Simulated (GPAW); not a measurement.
A computed O K-edge spectrum of one site in a crystal of Ba, O and Ti, with its zero at a photon energy of about 529.1 eV (raw 538.0 eV, less 8.9 eV of added terms; uncertain by a few eV). Method: GPAW, PBE + U, full core hole (charged cell) in a small cell, dipole transitions, broadening that rises with energy.

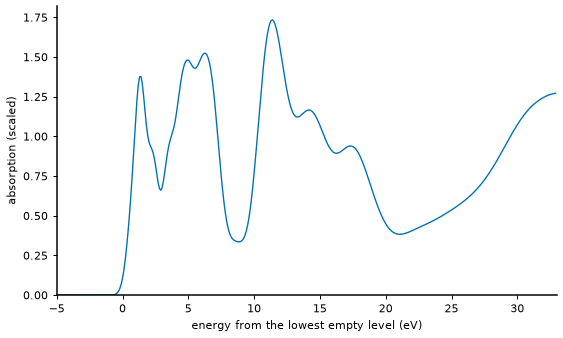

Energy from the lowest empty level; intensity scaled to a mean of 1 over the first 20 eV.

What surroundings does the absorber have?

A K edge sees empty p states; the first features are O p mixed into the empty d states of the Ti neighbours, and the broad ones above probably into the cations' higher empty bands. It is atom 3 of BaTiO3 (Pm-3m), with 2 Ti at 2.00 Å (linear, site symmetry 4/mmm). Its main maxima below 24 eV lie at 1.4 eV (1.38), 4.9 eV (1.48), 6.3 eV (1.52), 11.4 eV (1.73), 14.2 eV (1.17) and 17.3 eV (0.94). A near-edge spectrum doesn't fix the structure by itself; it is matched against candidates. The mesh is coarse (0.37 Å⁻¹ between points), so small maxima may be mesh ripples. Lifetime broadening is put in by hand, and intensities beyond about 20 eV depend on it and on the partial waves; weight that the partial waves miss at high energy is lost. The structure is a published determination, not relaxed.

[Hosts, paths, dates, database ids (printed as entryN), source tags and the programs' standing remarks are cut or masked in the printed files.]

[Lists of maxima count a maximum above −3 eV only where it reaches 4 % of the highest in the window and stands out from its surroundings by 2 % of it (1.5 % where it reaches 55 %); shoulders and weaker maxima are passed over, and of the rest the first, up to two pre-edge ones and the few strongest are named.]
